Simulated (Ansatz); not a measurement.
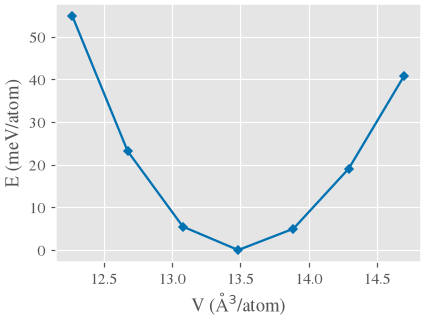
Figure. ScGeCN in space group P3m1 (No. 156; Sc on 1b, Ge on 1c, C on 1b, N on 1c) under volume change, PBE in the plane-wave PAW code Ansatz, shape and atoms relaxed at each volume.

Problem. What does a third-order Birch–Murnaghan fit give for V₀, B₀ and B′?

Solution. V₀ = 13.49 Å³/atom, B₀ = 138 GPa, B′ = 3.8.

The start of the workflow was typed in or built on a structure type; neither database checked (COD, Materials Project) lists it. Its standing as an ambient phase is unchecked. The PBE relaxation kept the symmetry of its start; whether a distortion lowers the energy is not shown. The run is not spin-polarised.

Potentials: the earlier of the program's two PAW sets.
